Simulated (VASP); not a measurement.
Band structure of CdZn3Se4 (ordered alloy cell). Method: PBEsol GGA, VASP's PBE PAW potentials (set 64) (plane waves; VASP).

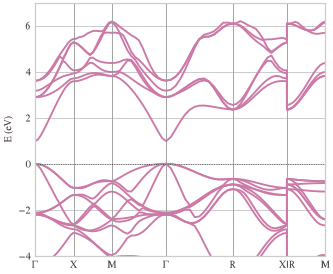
Figure. Bands along high-symmetry lines, zero at the valence-band maximum or, without a gap, the Fermi level

Task: Read the plot: is there a gap, and where are the band edges?

Result: The gap is direct, 0.98 eV, from the valence maximum at Γ to the conduction minimum at Γ. (Edges off the drawn lines would not show.)

The structure was generated: CdZn3Se4 was put into an ordered model structure (P-43m), which need not be its known phase. It was relaxed first.
